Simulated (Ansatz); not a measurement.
## Hypothetical P4/nmm Co2Si: pressure series

The reference is Co2Si (space group P4/nmm, No. 129; ferromagnetic; a hypothetical phase, not in the database extracts checked).

```
CELL_PARAMETERS angstrom
      3.40597     0.00000     0.00000
      0.00000     3.40597     0.00000
      0.00000     0.00000     5.69396
ATOMIC_POSITIONS crystal
  Co 0.00000 0.00000 0.00000
  Co 0.50000 0.50000 0.00000
  Co 0.50000 0.00000 0.34325
  Co 0.00000 0.50000 0.65675
  Si 0.50000 0.00000 0.73343
  Si 0.00000 0.50000 0.26657
```

Cell and atoms are relaxed at each pressure.

Calculations: DFT with PBEsol, PAW potentials and a 420 eV plane-wave cutoff in Ansatz (a first-principles code), scalar-relativistic without spin-orbit coupling.

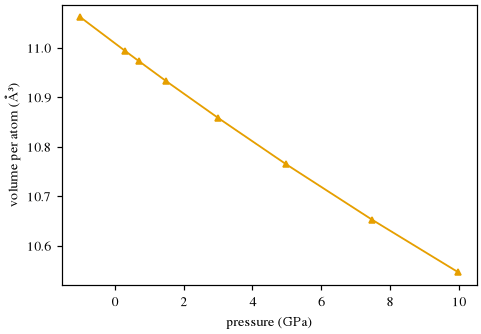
Figure: Volume against pressure

**Question.** Estimate the zero-pressure bulk modulus from the plot.

**Answer.** About 210 GPa; a third-order Birch–Murnaghan fit to the points gives V₀ = 11.01 Å³/atom, B₀ = 211 GPa and B₀′ = 4.5.

The magnetic state is the one reached from the starting moments; the real material's order can differ, and small cells can't hold many antiferromagnetic ones. Load acts through the strain it causes; cell and atoms are relaxed under it. Whether these cells are dynamically stable was not tested. No other phases were tried under pressure.
